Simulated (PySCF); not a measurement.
```xyz
5

C    -1.1121    0.6051   -0.2385
C    -0.0409    0.0229   -0.0139
C     1.0823   -0.5852    0.2222
O     2.0982   -1.1354    0.4381
H    -2.0190    1.0954   -0.4250
```

Geometry: GFN2-xTB.

These are results of PySCF 2.14.0, density-fitted response routines, UKS B3LYP, pcH-1 on C H O, non-relativistic, mean-field spin-orbit, GIAO, not measurements.

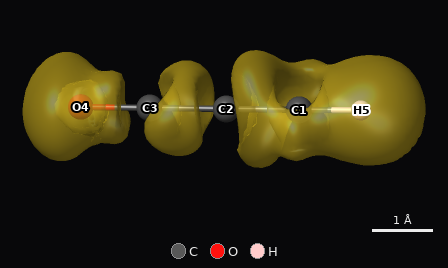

C3HO (SMILES [CH]=C=C=O) (doublet). Isosurface of the electron localisation function at 0.75 (yellow), seen from one side. Core shells and regions of very low density are left out.

### Describe the localisation domains.

The ELF exceeds this value in one region between bonded C–C atoms (shared pairs), one region on O in which the atom's valence shell and bonds are merged and one joined region spread over several atoms (C, H), in which their bonds and any lone pairs are merged. Along the contacts the grid gives the following. C–O (1.18 Å): the ELF peaks at about 0.85 between the atoms: a multiple bond. C–C (1.24 Å): the ELF peaks at about 0.85 between the atoms: a multiple bond.
